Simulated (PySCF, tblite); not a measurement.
# C4H6BN3: geometry, infrared bands and NMR shifts

Aim: predict the infrared bands and NMR shifts of C4H6BN3 (`[H]/N=C/CC#[N+][BH2-]C#N`).

Programs: tblite 0.8.0 and PySCF 2.14.0, with density-fitted response routines of our own. Each step states its level of theory. These are calculated values for one molecule in the gas phase, unless marked as measured. Atoms are numbered from 0 throughout.

### Step 1. The molecule as given

14 atoms, charge 0, multiplicity 1; geometry from: force field or distance geometry start.

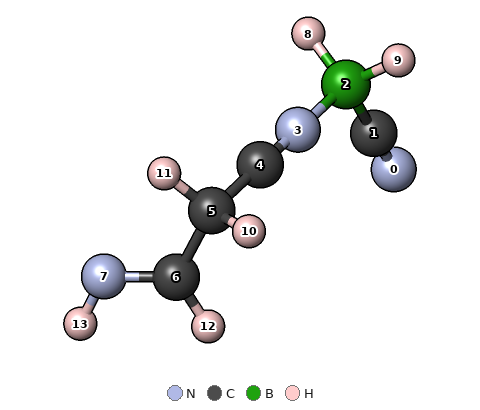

The starting geometry (nitrogen light blue, carbon dark grey, boron green, hydrogen pink), atoms numbered; sticks join atoms by distance.

### Step 2. Geometry optimisation with GFN2-xTB

Job settings and geometry (Å):

```
{"job": {"kind": "relax", "xc": "GFN2-xTB", "basis": "xTB"}, "charge": 0, "multiplicity": 1}
N     -3.315700     1.847400    -1.216000
C     -2.997200     0.872600    -0.699500
B     -2.555600    -0.453800    -0.007200
N     -1.104000    -0.457500     0.302900
C      0.033900    -0.469100     0.551300
C      1.475200    -0.453900     0.822400
C      2.224000     0.480600    -0.056100
N      3.007400    -0.008600    -0.947600
H     -2.795700    -1.332000    -0.792200
H     -3.126600    -0.622600     1.033400
H      1.595800    -0.135800     1.872500
H      1.889000    -1.489000     0.652200
H      2.151100     1.552000     0.021900
H      3.517700     0.669200    -1.560100
```

Command:

```sh
OMP_NUM_THREADS=1 python probes_run.py task.json out
```

This one command runs all jobs of the session in turn.

The program printed:

```text
step      E/eV     max force
  0    -585.31056    3.057
  1    -585.37377    2.732
  2    -585.42671    2.106
  3    -585.44507    1.746
  4    -585.47644    0.375
  5    -585.49213    0.838
  6    -585.49679    1.478
  7    -585.51355    0.374
  8    -585.51899    0.243
  9    -585.52544    0.337
 10    -585.52929    0.245
 11    -585.53191    0.119
 12    -585.53376    0.154
 13    -585.53559    0.183
 14    -585.53716    0.131
 15    -585.53851    0.110
 16    -585.53967    0.082
 17    -585.54072    0.116
 18    -585.54163    0.094
 19    -585.54233    0.073
 20    -585.54283    0.057
 21    -585.54320    0.054
 22    -585.54356    0.055
 23    -585.54395    0.052
 24    -585.54442    0.058
 25    -585.54495    0.065
 26    -585.54561    0.088
 27    -585.54658    0.107
 28    -585.54817    0.117
 29    -585.55050    0.157
 30    -585.55291    0.147
 31    -585.55493    0.143
 32    -585.55679    0.117
 33    -585.55830    0.115
 34    -585.55920    0.149
 35    -585.56004    0.071
 36    -585.56067    0.071
 37    -585.56166    0.101
 38    -585.56252    0.116
 39    -585.56375    0.130
 40    -585.56448    0.063
 41    -585.56488    0.051
 42    -585.56518    0.049
 43    -585.56550    0.102
 44    -585.56584    0.047
 45    -585.56619    0.063
 46    -585.56637    0.041
 47    -585.56652    0.049
 48    -585.56663    0.060
 49    -585.56671    0.036
 50    -585.56679    0.028
 51    -585.56688    0.025
 52    -585.56696    0.044
 53    -585.56709    0.068
 54    -585.56728    0.075
 55    -585.56751    0.061
 56    -585.56771    0.041
 57    -585.56785    0.028
 58    -585.56796    0.045
 59    -585.56806    0.044
 60    -585.56816    0.039
 61    -585.56823    0.021
 62    -585.56826    0.020
 63    -585.56830    0.025
 64    -585.56834    0.023
 65    -585.56837    0.025
 66    -585.56839    0.023
 67    -585.56841    0.016
 68    -585.56843    0.017
 69    -585.56844    0.010
 70    -585.56845    0.007
```

It took 1.3 s on 1 thread of Intel Xeon at 2.50GHz, shared host; peak memory 0.18 GiB.

The steps of the relaxation: (not every step is listed)

| step | energy from step 0 (eV) | largest force (eV/Å) |
| --- | --- | --- |
| 0 | 0.0000 | 3.0567 |
| 1 | -0.0632 | 2.7324 |
| 2 | -0.1161 | 2.1062 |
| 3 | -0.1345 | 1.7457 |
| 4 | -0.1659 | 0.3753 |
| 5 | -0.1816 | 0.8379 |
| 6 | -0.1862 | 1.4778 |
| 7 | -0.2030 | 0.3743 |
| 8 | -0.2084 | 0.2430 |
| 13 | -0.2250 | 0.1832 |
| 18 | -0.2311 | 0.0941 |
| 23 | -0.2334 | 0.0522 |
| 28 | -0.2376 | 0.1166 |
| 33 | -0.2477 | 0.1151 |
| 38 | -0.2520 | 0.1159 |
| 43 | -0.2549 | 0.1022 |
| 48 | -0.2561 | 0.0598 |
| 53 | -0.2565 | 0.0677 |
| 58 | -0.2574 | 0.0453 |
| 63 | -0.2577 | 0.0252 |
| 65 | -0.2578 | 0.0254 |
| 66 | -0.2578 | 0.0229 |
| 67 | -0.2578 | 0.0164 |
| 68 | -0.2579 | 0.0171 |
| 69 | -0.2579 | 0.0100 |
| 70 | -0.2579 | 0.0071 |

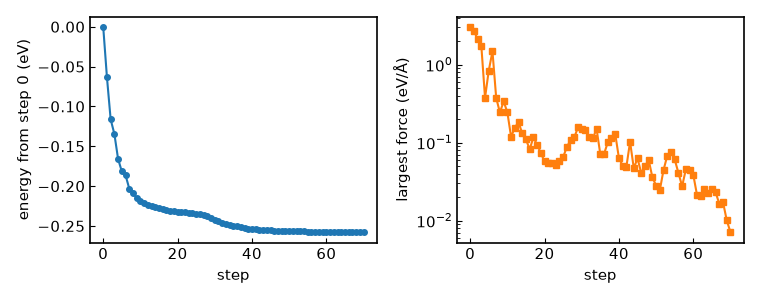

Energy and largest force along the relaxation.

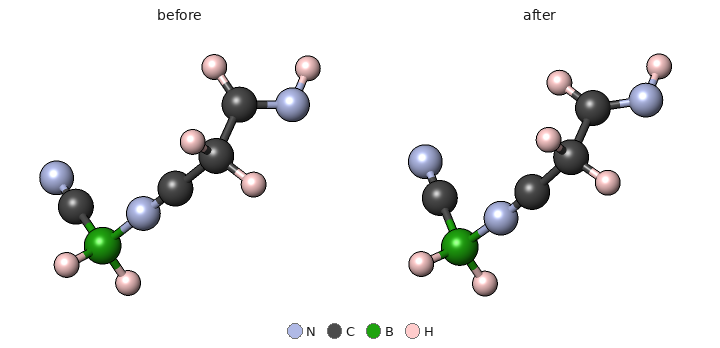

Before and after, at one scale.

Close pairs (by a distance rule), those that changed most:

| bond | before (Å) | after (Å) | change (Å) |
| --- | --- | --- | --- |
| C4–C5 | 1.467 | 1.431 | -0.035 |
| C6–N7 | 1.284 | 1.249 | -0.035 |
| C5–H11 | 1.128 | 1.094 | -0.034 |
| N7–H13 | 1.046 | 1.016 | -0.030 |
| C5–C6 | 1.485 | 1.512 | +0.027 |
| C6–H12 | 1.077 | 1.096 | +0.020 |
| N3–C4 | 1.165 | 1.150 | -0.015 |
| B2–N3 | 1.484 | 1.471 | -0.013 |

The end geometry stands in the next job.

### Step 3. Infrared spectrum with GFN2-xTB

Job settings and geometry (Å):

```
{"job": {"kind": "ir", "xc": "GFN2-xTB", "basis": "xTB"}, "charge": 0, "multiplicity": 1}
N     -2.782164     1.953035    -1.094619
C     -2.685791     0.908420    -0.630111
B     -2.545266    -0.507866     0.004853
N     -1.114098    -0.590396     0.336714
C      0.012226    -0.559110     0.565961
C      1.420795    -0.467663     0.803055
C      2.057863     0.476782    -0.190981
N      3.052995     0.080869    -0.832875
H     -2.783496    -1.368064    -0.781581
H     -3.155893    -0.592027     1.022878
H      1.588426    -0.086610     1.816773
H      1.890316    -1.450728     0.707772
H      1.578303     1.459930    -0.265583
H      3.465107     0.742954    -1.484422
```

The program printed:

```text
mode    cm-1     km/mol
  1      15.5      3.58
  2      41.5      2.68
  3      62.0     12.15
  4     140.0      3.47
  5     164.2      0.24
  6     260.8     10.93
  7     308.1      7.74
  8     327.4      2.03
  9     420.4     13.47
 10     430.3     13.77
 11     483.6      8.04
 12     681.3     26.28
 13     767.7     20.96
 14     773.0     39.43
 15     809.3      4.28
 16     897.2      7.68
 17     923.1      4.38
 18     973.9     47.95
 19    1011.4     24.03
 20    1021.7     40.95
 21    1068.5    119.68
 22    1083.9      3.22
 23    1137.2     10.05
 24    1194.6     34.28
 25    1243.1     76.07
 26    1344.8     27.61
 27    1383.0     23.65
 28    1748.9    172.41
 29    2352.9    225.13
 30    2381.8      7.81
 31    2456.7    141.52
 32    2462.0    151.87
 33    2871.4     74.74
 34    2931.6      1.27
 35    2971.5      0.36
 36    3362.4      5.36
```

Wall time 1.4 s (1 thread of Intel Xeon at 2.50GHz, shared host); peak memory 0.18 GiB.

Which atoms move in the most intense modes:

| cm⁻¹ | km/mol | atoms |
| --- | --- | --- |
| 974 | 48.0 | C5 32 %, H13 27 %, C6 25 % |
| 1068 | 119.7 | N3 25 %, H11 23 %, C5 20 %, C4 13 % |
| 1243 | 76.1 | H11 34 %, C5 32 %, H10 18 % |
| 1749 | 172.4 | C6 57 %, N7 40 % |
| 2353 | 225.1 | C1 47 %, N0 34 %, C4 11 % |
| 2457 | 141.5 | H9 89 % |
| 2462 | 151.9 | H8 90 % |
| 2871 | 74.7 | H12 93 % |

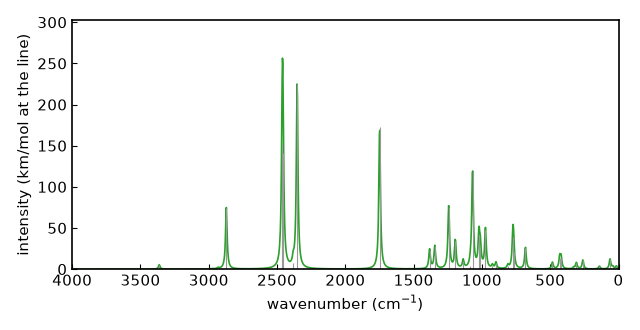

The infrared spectrum from these modes, unscaled. Lines are broadened to a width of 14 cm⁻¹ (Lorentzian).

### Step 4. Shielding tensors: PBE0/pcSseg-1

Same as in step 3 but for these lines:

```diff
@@ -1,2 +1,2 @@
-{"job": {"kind": "ir", "xc": "GFN2-xTB", "basis": "xTB"}, "charge": 0, "multiplicity": 1}
+{"job": {"kind": "nmr", "xc": "PBE0", "basis": "pcSseg-1"}, "charge": 0, "multiplicity": 1}
 N     -2.782164     1.953035    -1.094619
```

Method: GIAO PBE0/pcSseg-1 NMR shielding, non-relativistic, gas phase.

The program printed:

```text
coarse grid: 12336 points
cycle   1  E = -344.4991793348  dE =  1.207e+00  |g| = 5.892e-01  |ddm| = 3.387e+00
cycle   2  E = -344.2655649879  dE =  2.336e-01  |g| = 1.207e+00  |ddm| = 1.486e+00
cycle   3  E = -344.5934579168  dE = -3.279e-01  |g| = 1.269e-01  |ddm| = 8.817e-01
cycle   4  E = -344.5957777728  dE = -2.320e-03  |g| = 8.215e-02  |ddm| = 1.314e-01
cycle   5  E = -344.5968641528  dE = -1.086e-03  |g| = 3.830e-02  |ddm| = 5.954e-02
cycle   6  E = -344.5971860928  dE = -3.219e-04  |g| = 7.734e-03  |ddm| = 2.470e-02
cycle   7  E = -344.5971973598  dE = -1.127e-05  |g| = 3.274e-03  |ddm| = 7.155e-03
cycle   8  E = -344.5971994744  dE = -2.115e-06  |g| = 9.446e-04  |ddm| = 2.469e-03
final grid: 121248 points
cycle   9  E = -344.6382632877  dE = -3.342e-05  |g| = 6.500e-03  |ddm| = 2.687e-02
cycle  10  E = -344.6382621925  dE =  1.095e-06  |g| = 7.211e-03  |ddm| = 1.125e-02
cycle  11  E = -344.6382728315  dE = -1.064e-05  |g| = 2.144e-03  |ddm| = 5.776e-03
cycle  12  E = -344.6382738308  dE = -9.992e-07  |g| = 2.962e-04  |ddm| = 1.360e-03
cycle  13  E = -344.6382738497  dE = -1.898e-08  |g| = 6.496e-05  |ddm| = 2.678e-04
cycle  14  E = -344.6382738507  dE = -9.569e-10  |g| = 2.387e-05  |ddm| = 7.556e-05
converged SCF energy = -344.6382738507

GIAO shielding tensors (ppm)
atom      isotropic    diamagn.    paramagn.     s11        s22        s33       span
  0 N      -61.517     340.117    -401.634   -237.836   -234.290    287.574    525.410
  1 C       53.856     262.504    -208.648    -65.915    -62.761    290.244    356.158
  2 B      142.186     191.426     -49.240    134.161    134.369    158.028     23.867
  3 N       36.877     333.467    -296.590   -106.291    -99.654    316.576    422.867
  4 C       67.778     271.709    -203.931    -25.459    -22.349    251.143    276.602
  5 C      156.736     249.854     -93.119    140.132    153.968    176.106     35.974
  6 C       23.429     252.553    -229.123    -94.334     40.366    124.256    218.590
  7 N     -116.861     316.331    -433.193   -470.517   -109.582    229.515    700.032
  8 H       29.363      28.879       0.484     26.084     29.237     32.768      6.684
  9 H       29.310      28.210       1.099     26.070     29.183     32.676      6.606
 10 H       27.934      27.859       0.075     24.073     26.870     32.858      8.785
 11 H       28.049      28.624      -0.575     24.363     26.705     33.078      8.714
 12 H       23.382      31.811      -8.429     21.061     23.136     25.949      4.888
 13 H       19.677      29.538      -9.861     10.574     24.038     24.420     13.847
```

Wall time 59 s (1 thread of Intel Xeon at 2.50GHz, shared host); peak memory 0.69 GiB.

The references, computed at this level on geometries of the same kind, shield at (ppm): 1H TMS 31.72, 13C TMS 186.9, 15N NH3 267.7, 11B BF3·OEt2 100.1. Their shielding less the atom's gives the shift. The references are single molecules in the gas phase, so shifts against H2O, NH3, PH3, H3PO4 or CFCl3 are not on the usual liquid scales and can be off by tens of ppm. Atoms listed in one row are averaged.

| atoms | environment | σ (ppm) | δ (ppm) |
| --- | --- | --- | --- |
| C6 | carbon bonded to C, N, H | 23.4 | 163.5 |
| C1 | carbon bonded to B, N | 53.9 | 133.1 |
| C4 | carbon bonded to C, N | 67.8 | 119.1 |
| C5 | carbon bonded to 2 C, 2 H | 156.7 | 30.2 |
| H13 | hydrogen on a nitrogen bonded to C | 19.68 | 12.04 |
| H12 | hydrogen on a carbon bonded to C, N | 23.38 | 8.33 |
| H10, H11 | hydrogen on a carbon bonded to 2 C | 27.99 | 3.73 |
| H8, H9 | hydrogen on a boron bonded to C, N | 29.34 | 2.38 |
| N7 | nitrogen bonded to C, H | -116.9 | 384.6 |
| N0 | nitrogen bonded to C | -61.5 | 329.2 |
| N3 | nitrogen bonded to C, B | 36.9 | 230.9 |
| B2 | boron bonded to C, N, 2 H | 142.2 | -42.1 |

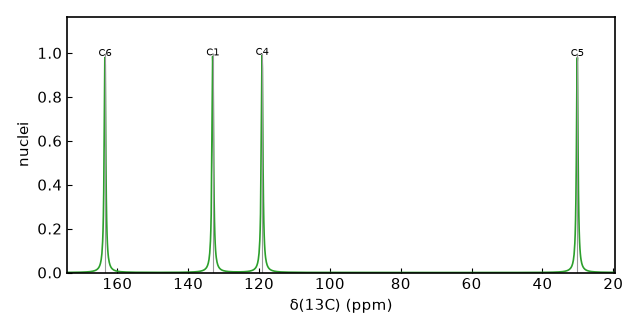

13C lines at the computed shifts, without couplings. Lines are broadened to a width of 0.53 ppm (Lorentzian).

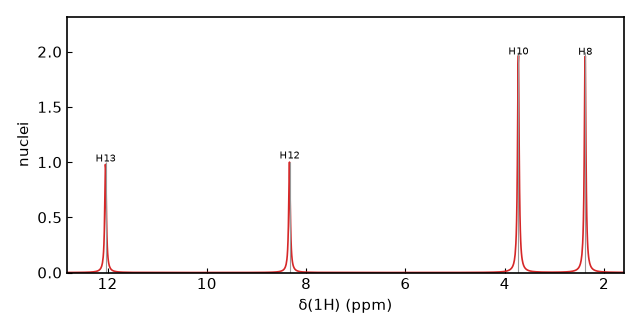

1H lines at the computed shifts, without couplings. Lines are broadened to a width of 0.04 ppm (Lorentzian).

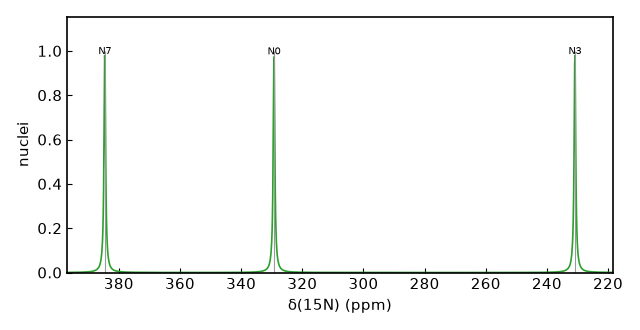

15N lines at the computed shifts, without couplings. Lines are broadened to a width of 0.61 ppm (Lorentzian).

Charges from the same density, by scheme (e):

| atoms | Mulliken | IAO | Hirshfeld | ESP fit |
| --- | --- | --- | --- | --- |
| N0 | -0.28 | -0.28 | -0.27 | -0.52 |
| C1 | -0.09 | 0.05 | -0.01 | 0.32 |
| B2 | 0.08 | -0.29 | -0.02 | -0.16 |
| N3 | -0.28 | 0.04 | 0.01 | -0.08 |
| C4 | 0.29 | 0.25 | 0.20 | 0.31 |
| C5 | -0.14 | -0.32 | -0.03 | -0.24 |
| C6 | 0.03 | 0.06 | 0.07 | 0.40 |
| N7 | -0.31 | -0.40 | -0.20 | -0.68 |

Mulliken charges:

N0 -0.28; C1 -0.09; B2 0.08; N3 -0.28; C4 0.29; C5 -0.14; C6 0.03; N7 -0.31; H8 -0.02; H9 -0.02; H10 0.21; H11 0.20; H12 0.14; H13 0.19

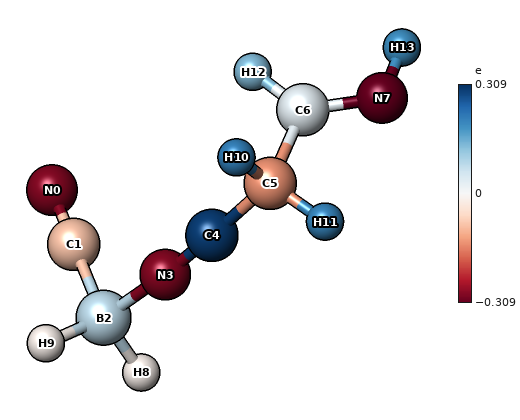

Mulliken charges, as colours on the atoms.

Mayer bond orders: N0–C1 2.98, C1–B2 0.86, B2–N3 0.74, N3–C4 2.60, C4–C5 1.02, C5–C6 0.94, C6–N7 2.06.

### Step 5. Summary of results

| quantity | value |
| --- | --- |
| strongest single infrared mode (GFN2-xTB) | 2353 cm⁻¹, 225 km/mol |
| zero-point energy (GFN2-xTB) | 60.8 kcal/mol |
| 13C shifts against TMS (PBE0/pcSseg-1) | 163.5, 133.1, 119.1, 30.2 ppm |
| 1H shifts against TMS (PBE0/pcSseg-1, means over atoms taken as alike) | 12.04, 8.33, 3.73, 2.38 ppm |
| 15N shifts against NH3 (PBE0/pcSseg-1) | 384.6, 329.2, 230.9 ppm |
| 11B shifts against BF3·OEt2 (PBE0/pcSseg-1) | -42.1 ppm |

What this shows: Relaxing lowered the energy by 0.258 eV in 70 steps; the close pair that moved most is C4–C5, from 1.467 to 1.431 Å. All 36 modes are real, so the xTB geometry is a minimum. The strongest single mode, at 2353 cm⁻¹, moves mainly C1 and N0. GFN2-xTB is a fitted tight-binding method: band positions and strengths are rough. Its intensities can rank the bands wrongly. At PBE0/pcSseg-1: Shielding is most anisotropic at N7 (span 700 ppm, paramagnetic term -433 ppm).
